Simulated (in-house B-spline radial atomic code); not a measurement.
**Re⁷¹⁺: excited configurations**

Wanted: excitation energies of Re⁷¹⁺ as differences of total energies (ΔSCF).

The numbers are computed with in-house B-spline radial atomic code version 1 (Dirac-Hartree-Fock, average of configuration, Fermi nucleus, basis-set limit), except any that are marked as measured or tabulated.

## (1) Starting point

```
element       : rhenium (Z = 75)
charge        : +71
electrons     : 4
configuration : [He] 2s2
Hamiltonian   : Dirac-Coulomb
nucleus       : Fermi, rms radius 5.370 fm
```

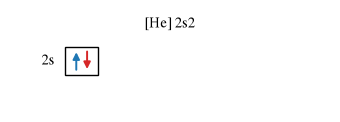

Occupation of the outer shells (arrows by Hund's rule).

The run's settings:

```ini
Z = 75
electrons = 4.0
configuration = [He] 2s2
hamiltonian = dirac
method = hf
spin_polarised = False
nucleus = fermi
rms_radius = 5.3698
mass_number = 187
atomic_mass = 186.955752217
speed_of_light = 137.035999084
```

The reference is known from an earlier run: -7550.855677 hartree in all. Up to eight levels, counted from the top:

| orbital | occupation | energy (eV) | <r> (bohr) |
| --- | --- | --- | --- |
| 1s1/2 | 2 | -80928.0 | 0.01795 |
| 2s1/2 | 2 | -19994.1 | 0.07240 |

## (2) Run with [He] 2s1 3d1

The settings differ from step 1 so:

```diff
@@ -2,3 +2,3 @@
 electrons = 4.0
-configuration = [He] 2s2
+configuration = [He] 2s1 3d1
 hamiltonian = dirac
```

The program writes no log. Results of the run, from its result record (rounded, main fields):

```text
{
  "status": "converged",
  "iterations": 6,
  "energy [hartree]": {"total": -7108.89250828, "kinetic": 8458.44424465, "nuclear": -15678.3765621, "coulomb": 166.45272665, "exact_exchange": -55.4129174342},
  "breit [hartree]": {"gaunt": 6.857962, "retardation": -0.08988498, "frequency_dependence": 0.01034521},
  "qed [hartree]": {"self_energy": 12.75996, "uehling": -2.540475, "wichmann_kroll": 0.1027095},
  "recoil [hartree]": 0.02085946,
  "total_with_corrections [hartree]": -7091.77103311,
  "orbitals [hartree, bohr; first row names the columns]": [
    ["name", "occ", "eps", "<r>"],
    ["1s1/2", 2.0, -2982.6784, 0.017947],
    ["2s1/2", 1.0, -739.70342, 0.072172],
    ["3d3/2", 0.4, -295.63323, 0.1399],
    ["3d5/2", 0.6, -290.89868, 0.14342]
  ],
  "sum_r [bohr^k]": {"-1": 209.0741, "1": 0.2500771, "2": 0.03021839},
  "energy_minus_base [hartree]": 441.963169,
  "energy_minus_base_with_corrections [hartree]": 440.478633
}
```

Run time: 0.16 s. Hardware: 1 thread, shared host.

energy_minus_base is the energy less that of the reference run.

## (3) Run with [He] 2s1 6g1

The settings differ from step 2 so:

```diff
@@ -2,3 +2,3 @@
 electrons = 4.0
-configuration = [He] 2s1 3d1
+configuration = [He] 2s1 6g1
 hamiltonian = dirac
```

Result record:

```text
{
  "status": "converged",
  "iterations": 6,
  "energy [hartree]": {"total": -6888.42635006, "kinetic": 8230.41463732, "nuclear": -15211.8659032, "coulomb": 148.201527532, "exact_exchange": -55.1766116775},
  "breit [hartree]": {"gaunt": 6.834805, "retardation": -0.08504811, "frequency_dependence": 0.008979697},
  "qed [hartree]": {"self_energy": 12.75674, "uehling": -2.540869, "wichmann_kroll": 0.1027247},
  "recoil [hartree]": 0.02021255,
  "total_with_corrections [hartree]": -6871.32880854,
  "orbitals [hartree, bohr; first row names the columns]": [
    ["name", "occ", "eps", "<r>"],
    ["1s1/2", 2.0, -2988.8992, 0.017947],
    ["2s1/2", 1.0, -745.27758, 0.072094],
    ["6g7/2", 0.44444, -72.41885, 0.60576],
    ["6g9/2", 0.55556, -72.250724, 0.60773]
  ],
  "sum_r [bohr^k]": {"-1": 202.854, "1": 0.7148405, "2": 0.4217644},
  "energy_minus_base [hartree]": 662.429327,
  "energy_minus_base_with_corrections [hartree]": 660.920858
}
```

Wall time 0.19 s (1 thread, shared host).

## (4) Run with [He] 2s1 6s1

The settings differ from step 3 so:

```diff
@@ -2,3 +2,3 @@
 electrons = 4.0
-configuration = [He] 2s1 6g1
+configuration = [He] 2s1 6s1
 hamiltonian = dirac
```

Result record:

```text
{
  "status": "converged",
  "iterations": 11,
  "energy [hartree]": {"total": -6892.08269167, "kinetic": 8241.34861936, "nuclear": -15226.3126161, "coulomb": 148.136576314, "exact_exchange": -55.2552712574},
  "breit [hartree]": {"gaunt": 6.858643, "retardation": -0.08871291, "frequency_dependence": 0.009328698},
  "qed [hartree]": {"self_energy": 12.78956, "uehling": -2.546931, "wichmann_kroll": 0.102962},
  "recoil [hartree]": 0.02022328,
  "total_with_corrections [hartree]": -6874.93761787,
  "orbitals [hartree, bohr; first row names the columns]": [
    ["name", "occ", "eps", "<r>"],
    ["1s1/2", 2.0, -2988.8925, 0.017947],
    ["2s1/2", 1.0, -744.2473, 0.072868],
    ["6s1/2", 1.0, -77.169049, 0.70858]
  ],
  "sum_r [bohr^k]": {"-1": 203.0467, "1": 0.817341, "2": 0.5702743},
  "energy_minus_base [hartree]": 658.772986,
  "energy_minus_base_with_corrections [hartree]": 657.312048
}
```

It took 0.13 s on 1 thread, shared host.

## (5) Configuration [He] 2s1 3p1

The settings differ from step 4 so:

```diff
@@ -2,3 +2,3 @@
 electrons = 4.0
-configuration = [He] 2s1 6s1
+configuration = [He] 2s1 3p1
 hamiltonian = dirac
```

Result record:

```text
{
  "status": "converged",
  "iterations": 6,
  "energy [hartree]": {"total": -7118.99586192, "kinetic": 8488.85337313, "nuclear": -15718.5693845, "coulomb": 166.304346183, "exact_exchange": -55.5841967279},
  "breit [hartree]": {"gaunt": 7.121773, "retardation": -0.1462875, "frequency_dependence": -0.00554099},
  "qed [hartree]": {"self_energy": 12.79008, "uehling": -2.542218, "wichmann_kroll": 0.1028026},
  "recoil [hartree]": 0.0204129,
  "total_with_corrections [hartree]": -7101.65483552,
  "orbitals [hartree, bohr; first row names the columns]": [
    ["name", "occ", "eps", "<r>"],
    ["1s1/2", 2.0, -2982.5228, 0.01795],
    ["2s1/2", 1.0, -740.33409, 0.072176],
    ["3p1/2", 0.33333, -314.44906, 0.15654],
    ["3p3/2", 0.66667, -297.11953, 0.1669]
  ],
  "sum_r [bohr^k]": {"-1": 209.61, "1": 0.2715193, "2": 0.03809724},
  "energy_minus_base [hartree]": 431.859815,
  "energy_minus_base_with_corrections [hartree]": 430.594831
}
```

It took 0.15 s on 1 thread, shared host.

## (6) Configuration [He] 2s1 4s1

The settings differ from step 5 so:

```diff
@@ -2,3 +2,3 @@
 electrons = 4.0
-configuration = [He] 2s1 3p1
+configuration = [He] 2s1 4s1
 hamiltonian = dirac
```

Result record:

```text
{
  "status": "converged",
  "iterations": 12,
  "energy [hartree]": {"total": -6991.03564784, "kinetic": 8358.2941063, "nuclear": -15449.2871242, "coulomb": 155.405178627, "exact_exchange": -55.4478085473},
  "breit [hartree]": {"gaunt": 6.917524, "retardation": -0.09774419, "frequency_dependence": 0.01010767},
  "qed [hartree]": {"self_energy": 12.86982, "uehling": -2.561876, "wichmann_kroll": 0.103548},
  "recoil [hartree]": 0.02051363,
  "total_with_corrections [hartree]": -6973.77375609,
  "orbitals [hartree, bohr; first row names the columns]": [
    ["name", "occ", "eps", "<r>"],
    ["1s1/2", 2.0, -2986.3834, 0.017948],
    ["2s1/2", 1.0, -734.89704, 0.07318],
    ["4s1/2", 1.0, -183.41435, 0.30634]
  ],
  "sum_r [bohr^k]": {"-1": 206.0198, "1": 0.4154168, "2": 0.1138387},
  "energy_minus_base [hartree]": 559.820029,
  "energy_minus_base_with_corrections [hartree]": 558.47591
}
```

It took 0.13 s on 1 thread, shared host.

## (7) All configurations in order

| net move | configuration | energy above the reference (eV) | with Breit, QED, recoil (eV) | largest <r> (bohr) |
| --- | --- | --- | --- | --- |
| 2s → 3p | [He] 2s1 3p1 | 11751.5 | 11717.1 | 0.167 |
| 2s → 3d | [He] 2s1 3d1 | 12026.4 | 11986.0 | 0.143 |
| 2s → 4s | [He] 2s1 4s1 | 15233.5 | 15196.9 | 0.306 |
| 2s → 6s | [He] 2s1 6s1 | 17926.1 | 17886.4 | 0.709 |
| 2s → 6g | [He] 2s1 6g1 | 18025.6 | 17984.6 | 0.608 |

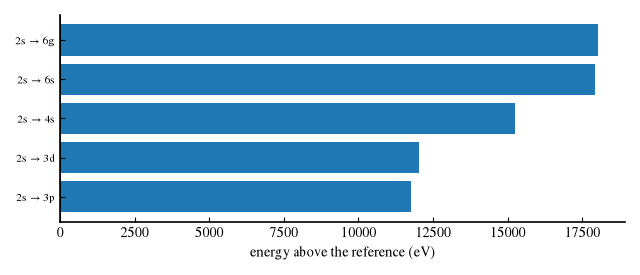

The configurations in order of energy, labelled by the net move of electrons.

Quantum defects of the promoted electron, δ = n − ζ/√(−2ε) with ζ = 72 and ε its orbital energy in hartree:

| promotion | δ |
| --- | --- |
| 2s → 3p | 0.075 |
| 2s → 3d | 0.025 |
| 2s → 4s | 0.241 |
| 2s → 6s | 0.204 |
| 2s → 6g | 0.014 |

At the bottom stands 2s → 3p (11751.5 eV), at the top 2s → 6g (18025.6 eV). Of those tabulated, the defect is largest for 4s (0.24) and least for 6g (0.01); at this charge much of the defect is relativistic. Two partly filled shells share a symmetry and can mix in the average, which may lower the energy, for: 2s → 4s; 2s → 6s. These are averages over configurations, without correlation, not spectroscopic levels.
